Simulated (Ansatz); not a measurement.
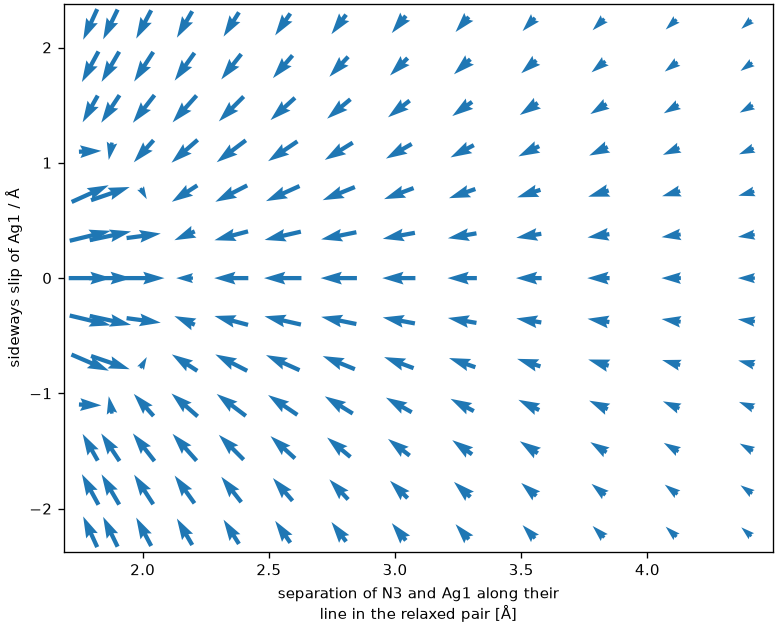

CHAgN, charge +1. 
- The first coordinate is: separation of N3 and Ag1 along their line in the relaxed pair; the second: sideways slip of Ag1.
- Nothing is relaxed (both partners rigid).
- The scan uses a 13 × 13 grid; 153 points were computed and 16 follow by symmetry.
- Points are written as (first, second).
- All numbers below come from Ansatz, RKS PBE0-D4/def2-TZVPD.

Drawn: arrows along the force (downhill), their lengths compressed.

> The arrows alone are given. Where is the energy lowest?

The arrows converge at about (2.133 Å, 0.00 Å) (read from the interpolated surface).

The energy map of the same scan:

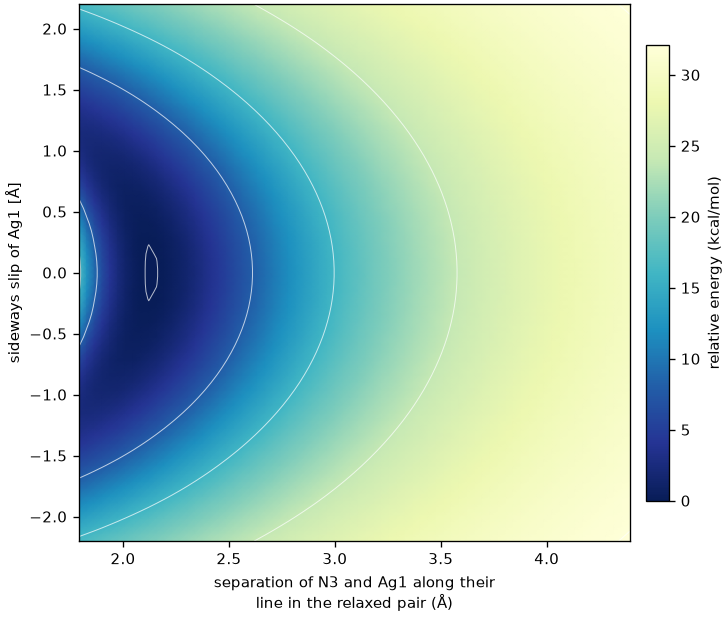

Energies are in kcal/mol, from the lowest grid point; between grid points the surface is interpolated.
